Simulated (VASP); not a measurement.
Band structure of Mn (relaxed from the diamond structure, space group Fd-3m). Level of theory: PBEsol GGA, VASP's PBE PAW potentials (set 64) (plane waves; VASP).

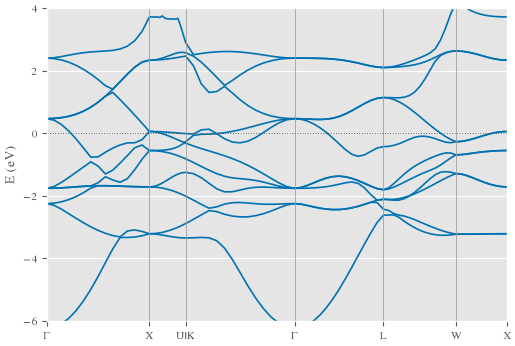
Figure. Bands along high-symmetry lines, zero at the valence-band maximum or, without a gap, the Fermi level

Q: Read the plot: is there a gap, and where are the band edges?

A: It has no gap at this level: it comes out as a metal or semimetal. (Edges off the drawn lines would not show.)

The structure was generated: Mn was put into the diamond type (Fd-3m), which need not be its known phase. It was relaxed first, which changed the volume by -17 %. The run is not spin-polarised, so no magnetic state was tried.
